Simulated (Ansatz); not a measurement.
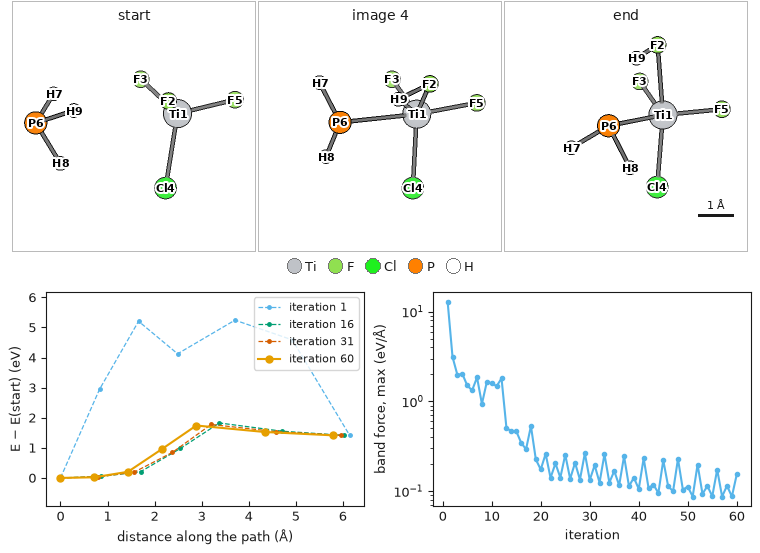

A search for the minimum-energy path of TiPH3ClF3, made up at the start of TiClF$_{3}$ and PH3 by the nudged elastic band. Images are numbered from 0 (start) to 6 (end). The plot follows the band through its iterations. A ball-and-stick model, seen at a tilt.

These are results of RKS PBE/def2-SVP (Ansatz 0.2.0), not measurements. Set-up: 5 movable images; climbing image from the first iteration; force threshold 0.05 eV/Å; iteration limit 60; optimiser L-BFGS; starting path through a guess of the saddle point.

Question: Did the band converge, and can the barrier be trusted?

Answer: The result isn't final. The band hadn't converged when the run stopped after 60 iterations. The largest component of the band force went from 13 to 0.15 eV/Å. The barrier read from it is provisional, though the highest image hardly moved in the last two iterations. The first iteration put the highest image at 5.24 eV. Forward barrier 1.74 eV, backward barrier 0.33 eV, with image 4 at the top; the reaction energy is +1.42 eV.

Limits of the set-up: the start holds two separate molecules, 2.7 Å apart at their closest, whose relative position is a soft coordinate and is computed without a dispersion correction.
